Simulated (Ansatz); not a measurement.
**Cl₂H₃NSi···H₂···HF: density, localisation and related maps**

Input file:

```
crystal:
  periodic: [false, false, false]
  atoms:
    - {symbol: Si, position_ang: [-0.823586, -0.881283, 0.402813]}
    - {symbol: H, position_ang: [-0.738064, 1.595926, -2.632025]}
    - {symbol: Cl, position_ang: [-0.315048, -1.901832, -1.275155]}
    - {symbol: Cl, position_ang: [-1.875814, -2.121973, 1.641247]}
    - {symbol: H, position_ang: [-1.674951, 0.275012, 0.091982]}
    - {symbol: H, position_ang: [1.312931, 0.913262, 0.108687]}
    - {symbol: N, position_ang: [0.654315, -0.333650, 1.111474]}
    - {symbol: H, position_ang: [-0.131358, 1.722897, -2.213657]}
    - {symbol: F, position_ang: [1.643298, 1.628933, -0.420809]}
    - {symbol: H, position_ang: [1.387477, -1.029831, 1.178759]}
    - {symbol: H, position_ang: [0.560900, 0.132539, 2.006784]}
basis:
  gaussian: {orbitals: def2-TZVPP}
hamiltonian: {xc: pbe0, dispersion: d4}
output: {orbitals: {seedname: orbitals}}
```

Command:

```sh
ansatz run in.yaml --threads 8 --pin off --events-out ev --progress --plain --max-ram 19148MiB
```

The product side of a reaction path; geometry: PBE0-D4/def2-TZVP.

These are results of Ansatz 0.2.0, RKS PBE0-D4/def2-TZVPP, not measurements.

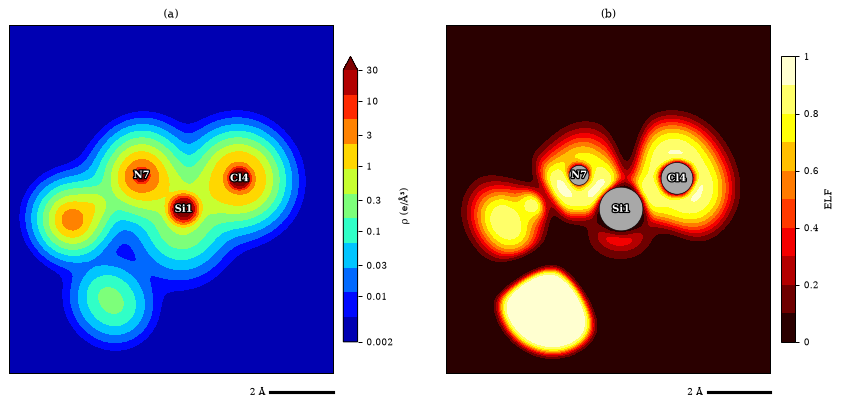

Figure 1. (a) electron density; (b) ELF on the plane of atoms Cl4, Si1 and N7. Grey discs cover the atomic cores in the ELF map.

What do the fields say about this system?

The plane passes through Si, Cl and N nuclei. Si–N (1.73 Å): the density is about 1.1 e/Å³ at the midpoint; the ELF peaks at about 0.90 between the atoms: a shared but strongly polarised pair. Si–Cl (2.04 Å): ρ is about 0.93 e/Å³ halfway; the ELF peaks at about 0.85 between the atoms, as expected for a polar covalent bond. The ELF also peaks beside F9 and Cl4, away from the bonds: lone-pair regions.

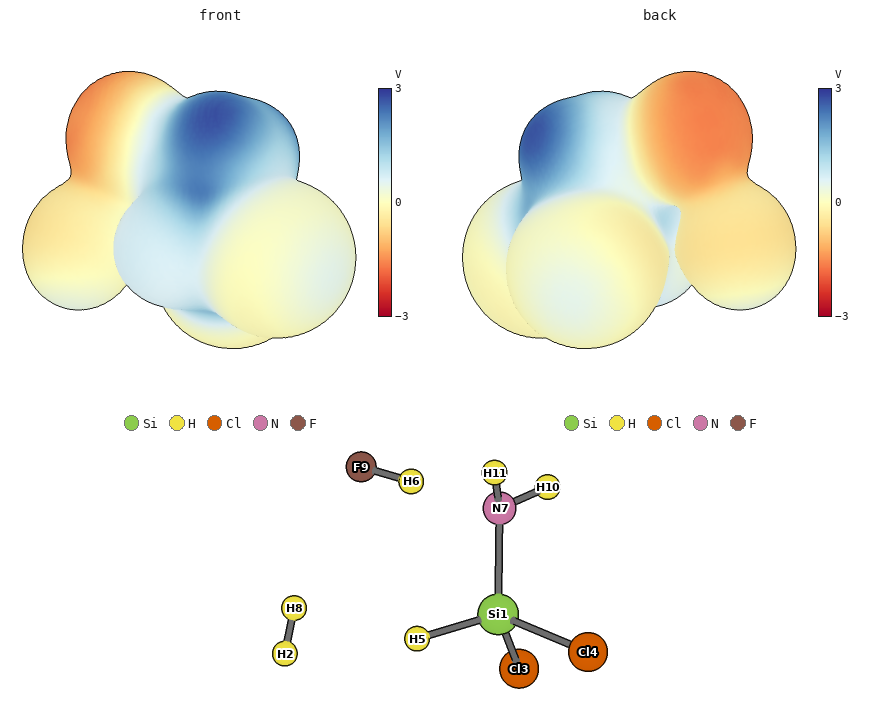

Figure 2. The electrostatic potential painted on the density surface at 0.002 e/bohr³, seen from the front and from behind; red is negative and blue positive. The bare structure is drawn below in the same view.

Where is the surface potential most negative and most positive?

The most negative region (about −1.6 V) lies over F9, the most positive (about +2.7 V) over H10 and H11. Cl3 shows a σ-hole: about +0.5 V at the tip opposite its bond, against about 0.0 V on its flanks. Cl4 shows a σ-hole: about +0.5 V at the tip opposite its bond, against about +0.1 V on its flanks.

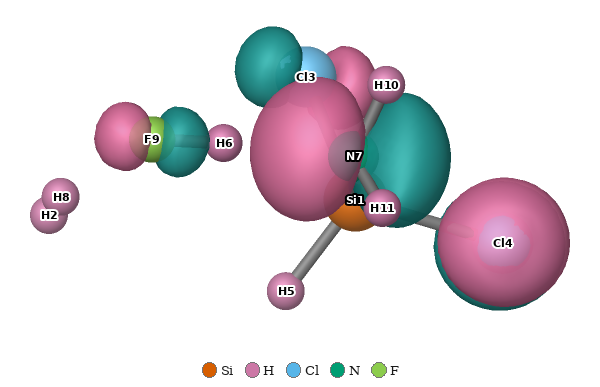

Figure 3. The HOMO at ±0.15 Å⁻³ᐟ² (teal and pink are the two phases), seen from one side.

Where does this orbital lie, and at what energy?

By Hirshfeld shares it lies mainly on N7 (about 40 %), Cl4 (about 30 %), Cl3 (about 10 %) and F9 (about 5 %); largely a combination of lone pairs on N7, Cl4, Cl3 and F9. Its energy is −9.22 eV.
